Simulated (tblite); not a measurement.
# C$_{2}$H$_{10}$AsOSi$_{2}$: geometry relaxation (part 2 of 2)

Continued. System: C$_{2}$H$_{10}$AsOSi$_{2}$, multiplicity 2. Method: GFN2-xTB geometry optimisation, gas phase (tblite 0.8.0). It belongs to a series of runs on one base structure; here: H removed from sp3 C.

Geometry of the input (Å):
```
C  2.0890  -0.9067  0.0159
O  1.1675  -0.0857  0.7063
Si 0.3316  0.9005  -0.4167
As -0.6459  2.6961  0.6978
C  -1.0041  -0.0892  -1.2870
Si -2.1033  -0.9519  -0.0536
H  2.8448  -0.2928  -0.5224
H  1.5626  -1.5866  -0.6800
H  2.6257  -1.5389  0.7522
H  1.2482  1.4465  -1.4183
H  0.6970  3.0300  1.4243
H  -1.1217  1.7648  1.8799
H  -0.5321  -0.8434  -1.9401
H  -3.0989  -1.7540  -0.7666
H  -1.2844  -1.8255  0.7969
H  -2.7836  0.0458  0.8001
```

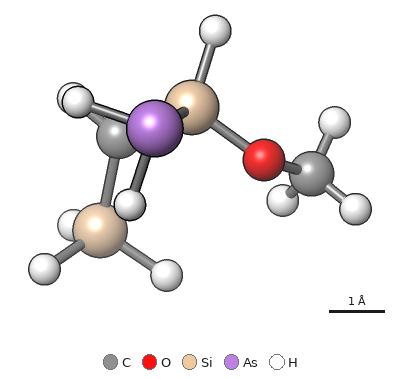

*The geometry at step 172 of the log (ball-and-stick view, seen at a tilt).*

Trajectory as extended XYZ, continued
```
16
Properties=species:S:1:pos:R:3:forces:R:3 step=103 energy=-523.43442
C     2.0515   -0.9686    0.2906    0.0030   0.0210  -0.0080
O     1.3595    0.2279    0.4825    0.0140  -0.0070  -0.0190
Si    0.3999    0.9757   -0.6009    0.0000   0.0150   0.0060
As   -0.2196    2.9152    0.5813   -0.0110  -0.0180   0.0180
C    -1.1410    0.0828   -1.0702    0.0040  -0.0060   0.0180
Si   -1.9925   -1.2977   -0.1617   -0.0110  -0.0170   0.0270
H     2.7627   -0.8753   -0.5338   -0.0080  -0.0010   0.0000
H     1.3604   -1.7826    0.0638    0.0020   0.0120   0.0030
H     2.5942   -1.1967    1.2082    0.0000  -0.0020   0.0110
H     1.2008    1.3352   -1.7910    0.0030  -0.0070   0.0040
H     1.0110    2.9072    1.4344    0.0300  -0.0050   0.0120
H    -0.9342    2.1343    1.6448   -0.0110   0.0110  -0.0210
H    -1.7599    0.6037   -1.7917   -0.0080   0.0040  -0.0310
H    -2.6264   -2.1817   -1.1497    0.0120  -0.0120   0.0070
H    -1.0304   -2.0674    0.6376   -0.0220   0.0060  -0.0280
H    -3.0437   -0.8029    0.7442    0.0030   0.0050   0.0010
16
Properties=species:S:1:pos:R:3:forces:R:3 step=120 energy=-523.43676
C     2.0481   -0.9519    0.2889    0.0010   0.0000   0.0010
O     1.3716    0.2540    0.4701   -0.0040   0.0020  -0.0050
Si    0.3917    0.9872   -0.6060    0.0020   0.0010   0.0000
As   -0.1775    2.9271    0.6011    0.0130  -0.0080   0.0020
C    -1.1396    0.0735   -1.0706    0.0060  -0.0060  -0.0100
Si   -1.9963   -1.3018   -0.1572    0.0090   0.0020   0.0180
H     2.7603   -0.8749   -0.5361    0.0010   0.0000  -0.0020
H     1.3459   -1.7577    0.0690    0.0010  -0.0090  -0.0040
H     2.5866   -1.1805    1.2092    0.0040   0.0040   0.0010
H     1.1798    1.3437   -1.8061   -0.0030  -0.0020   0.0030
H     1.0323    2.8335    1.4809   -0.0080   0.0050   0.0070
H    -0.9606    2.1607    1.6252   -0.0100  -0.0020  -0.0080
H    -1.7410    0.5603   -1.8307    0.0000   0.0040   0.0060
H    -2.6328   -2.1908   -1.1382   -0.0040   0.0000  -0.0010
H    -1.0382   -2.0800    0.6373   -0.0060   0.0090  -0.0060
H    -3.0379   -0.7935    0.7516   -0.0020  -0.0010   0.0000
16
Properties=species:S:1:pos:R:3:forces:R:3 step=137 energy=-523.44123
C     2.0808   -0.9747    0.2550   -0.0090   0.0370  -0.0140
O     1.3972    0.2252    0.4537    0.0350   0.0080   0.0200
Si    0.4200    0.9788   -0.6105    0.0010  -0.0240   0.0090
As   -0.0996    2.9391    0.5818   -0.0460  -0.0070   0.0650
C    -1.1337    0.0938   -1.0548   -0.0320  -0.0490   0.0110
Si   -1.9889   -1.2711   -0.1170    0.0340   0.1610   0.0360
H     2.7703   -0.8894   -0.5877   -0.0070  -0.0080  -0.0260
H     1.3797   -1.7861    0.0547    0.0010  -0.0160  -0.0090
H     2.6497   -1.1987    1.1578   -0.0190   0.0120   0.0200
H     1.1951    1.3164   -1.8239    0.0120   0.0020   0.0010
H     0.8788    2.6795    1.6844    0.0420  -0.0200  -0.0200
H    -1.1575    2.2653    1.4108   -0.0110   0.0240  -0.0570
H    -1.7398    0.5891   -1.8074    0.0160  -0.0170   0.0430
H    -2.6139   -2.1684   -1.0892   -0.0870  -0.0500  -0.0510
H    -1.0306   -2.0434    0.6755    0.0530  -0.0210   0.0370
H    -3.0152   -0.7463    0.8055    0.0200  -0.0340  -0.0640
16
Properties=species:S:1:pos:R:3:forces:R:3 step=154 energy=-523.47686
C     2.1729   -0.9964    0.1676   -0.0070  -0.0250  -0.0010
O     1.5324    0.2162    0.4148   -0.0120   0.0000  -0.0250
Si    0.5007    0.9661   -0.6022    0.0060   0.0260   0.0000
As    0.0626    2.8741    0.6996   -0.0160  -0.0640   0.1000
C    -1.0674    0.0867   -1.0031   -0.0010   0.0250   0.0050
Si   -1.9711   -1.1971   -0.0021   -0.0100   0.0090  -0.0330
H     2.8177   -0.9282   -0.7116    0.0100   0.0400   0.0000
H     1.4396   -1.7846   -0.0070   -0.0130  -0.0430   0.0110
H     2.7772   -1.2466    1.0399    0.0060   0.0000  -0.0020
H     1.2422    1.3496   -1.8232   -0.0270  -0.0240  -0.0100
H     0.2804    2.1382    1.9883   -0.0260   0.0450  -0.0410
H    -1.4106    2.5791    0.8019    0.0390   0.0370  -0.0320
H    -1.6883    0.6032   -1.7281    0.0130  -0.0120  -0.0160
H    -2.6834   -2.0911   -0.9275    0.0370  -0.0120   0.0080
H    -1.0243   -1.9730    0.8080   -0.0400   0.0140  -0.0010
H    -2.9884   -0.5874    0.8733    0.0400  -0.0160   0.0360
16
Properties=species:S:1:pos:R:3:forces:R:3 step=172 energy=-523.53046
C     2.1701   -1.0762    0.1054    0.0140   0.0110  -0.0710
O     1.5815    0.1459    0.4205    0.0080  -0.0250   0.0530
Si    0.5534    0.9802   -0.5309    0.0550  -0.0270   0.0740
As    0.1856    2.7285    0.9888   -0.0310   0.0140  -0.0290
C    -1.0381    0.1455   -0.9247    0.0070  -0.0380   0.0590
Si   -1.9013   -1.1845    0.0571   -0.0290   0.0130  -0.0100
H     2.7421   -0.9928   -0.8217    0.0570  -0.0200   0.0190
H     1.4092   -1.8466   -0.0354   -0.0090   0.0080   0.0400
H     2.8336   -1.3600    0.9237   -0.0150   0.0080  -0.0420
H     1.2704    1.4130   -1.7501   -0.0440   0.0130   0.0220
H    -0.6457    1.8675    1.8865   -0.0010  -0.0050   0.0260
H    -1.0767    3.1552    0.2855    0.0500   0.0210  -0.0160
H    -1.6681    0.7176   -1.5923   -0.1280  -0.0260  -0.0820
H    -2.5713   -2.1067   -0.8773    0.0260   0.0680   0.0460
H    -0.9425   -1.9425    0.8681    0.0300  -0.0110  -0.0210
H    -2.9096   -0.6353    0.9853    0.0100  -0.0050  -0.0700
16
Properties=species:S:1:pos:R:3:forces:R:3 step=189 energy=-523.54657
C     2.1664   -1.1146    0.0672   -0.0070   0.0010  -0.0020
O     1.5894    0.0913    0.4596    0.0100  -0.0180   0.0250
Si    0.5474    0.9738   -0.4303    0.0070  -0.0230  -0.0070
As    0.1818    2.6825    1.1249   -0.1010  -0.0060   0.0040
C    -1.0221    0.1271   -0.8897   -0.1030  -0.0310   0.0010
Si   -1.8899   -1.2105    0.0751    0.0320  -0.0060  -0.0020
H     2.7296   -0.9899   -0.8614    0.0200   0.0090   0.0420
H     1.3991   -1.8738   -0.1000   -0.0070   0.0270   0.0170
H     2.8355   -1.4441    0.8633    0.0110  -0.0010  -0.0470
H     1.2431    1.4775   -1.6311    0.0080   0.0110  -0.0300
H    -1.0089    2.0015    1.7472    0.0700   0.0470  -0.0530
H    -0.7516    3.3868    0.1689    0.0420  -0.0290   0.0520
H    -1.6530    0.6514   -1.5996    0.0290   0.0140   0.0050
H    -2.5546   -2.1177   -0.8737   -0.0020   0.0380   0.0370
H    -0.9209   -1.9749    0.8692   -0.0150  -0.0080   0.0010
H    -2.8988   -0.6575    0.9989    0.0050  -0.0260  -0.0420
16
Properties=species:S:1:pos:R:3:forces:R:3 step=206 energy=-523.55084
C     2.1638   -1.1267    0.0677   -0.0010  -0.0030   0.0010
O     1.5829    0.0674    0.4876    0.0000  -0.0010   0.0050
Si    0.5337    0.9595   -0.3850   -0.0020  -0.0030   0.0070
As    0.1796    2.6428    1.2022    0.0060   0.0020   0.0000
C    -1.0490    0.1328   -0.8425   -0.0020   0.0000   0.0010
Si   -1.8920   -1.2570    0.0652    0.0010  -0.0040   0.0020
H     2.7269   -0.9792   -0.8567    0.0040   0.0060   0.0080
H     1.3966   -1.8819   -0.1125   -0.0040  -0.0010  -0.0050
H     2.8379   -1.4742    0.8509    0.0070   0.0050  -0.0040
H     1.2195    1.4754   -1.5881    0.0000  -0.0030  -0.0080
H    -1.1979    2.1620    1.5505    0.0000  -0.0020   0.0040
H    -0.4365    3.5352    0.1588   -0.0010   0.0040  -0.0050
H    -1.6863    0.6901   -1.5200   -0.0010   0.0010   0.0020
H    -2.5285   -2.1440   -0.9182   -0.0020  -0.0010  -0.0060
H    -0.9207   -2.0276    0.8491   -0.0060   0.0000   0.0000
H    -2.9374   -0.7656    0.9796    0.0000   0.0010   0.0000
16
Properties=species:S:1:pos:R:3:forces:R:3 step=223 energy=-523.55149
C     2.1667   -1.1202    0.0749    0.0000  -0.0030   0.0010
O     1.5781    0.0710    0.4917    0.0060   0.0040   0.0010
Si    0.5326    0.9578   -0.3905   -0.0040  -0.0030   0.0050
As    0.2124    2.6756    1.1664   -0.0060   0.0020  -0.0020
C    -1.0600    0.1400   -0.8287    0.0000  -0.0020  -0.0030
Si   -1.9001   -1.2641    0.0591    0.0010  -0.0060   0.0040
H     2.7312   -0.9691   -0.8481    0.0010  -0.0010   0.0010
H     1.4042   -1.8799   -0.1063    0.0030  -0.0030  -0.0030
H     2.8426   -1.4621    0.8589    0.0020  -0.0010   0.0030
H     1.2175    1.4420   -1.6079   -0.0030   0.0060  -0.0010
H    -1.1272    2.1626    1.6060    0.0050   0.0000   0.0010
H    -0.4890    3.5175    0.1343    0.0030   0.0000  -0.0020
H    -1.7032    0.7071   -1.4924   -0.0010   0.0040  -0.0020
H    -2.5279   -2.1406   -0.9397    0.0000  -0.0020  -0.0040
H    -0.9323   -2.0423    0.8399   -0.0030   0.0040  -0.0030
H    -2.9532   -0.7863    0.9710   -0.0030   0.0020   0.0050
```

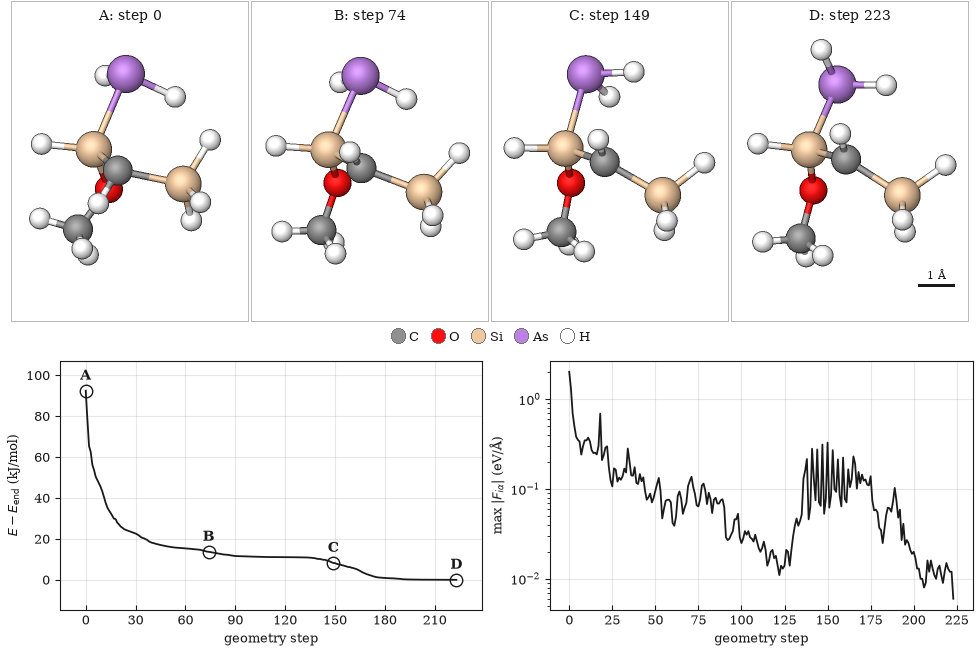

*Frames of the relaxation (ball-and-stick view, seen at a tilt) above the curves, on which the letters mark them (steps are counted from 0).*

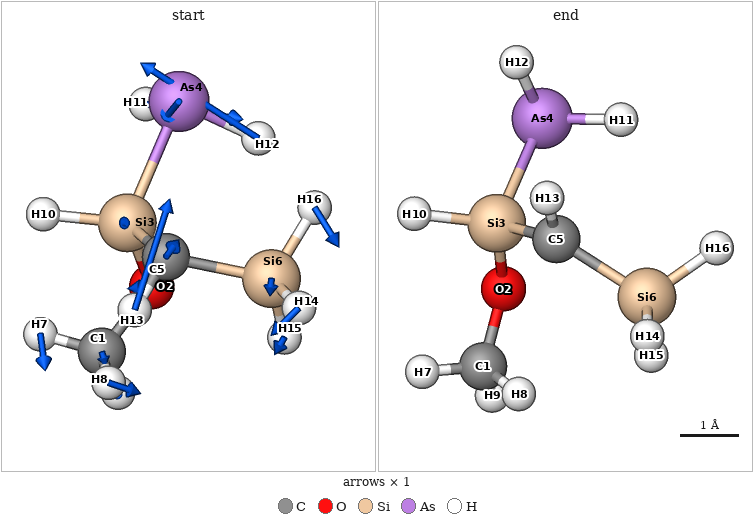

*Before (left) and after (right) the relaxation, at one scale (ball-and-stick view, seen at a tilt). The blue arrows give the displacements, at true length.*

H12 moves most after the best rigid fit: 2.49 Å. Largest moves by element: H 2.49 Å, As 1.05 Å, C 0.52 Å, O 0.45 Å, Si 0.33 Å. Among the contacts that change: O2–Si3 1.712 → 1.630 Å, As4–H12 1.578 → 1.505 Å, As4–H11 1.563 → 1.500 Å, Si3–C5 1.876 → 1.843 Å. Among the angles that change: Si3–C5–Si6 110.9° → 127.7°, C1–O2–Si3 109.4° → 125.1°, O2–Si3–As4 109.6° → 97.3°. The energy falls by 92.4 kJ/mol in 223 geometry steps. Largest force component: 2 eV/Å at the start, 0.006 eV/Å at the end. (Atoms are counted from 1 in the order of the input.)

Summary

- outcome: converged
- total energy: −523.5515 eV
- hardware: 1 CPU thread, shared host
- wall time: 1.8 s
- peak memory: 0.18 GiB
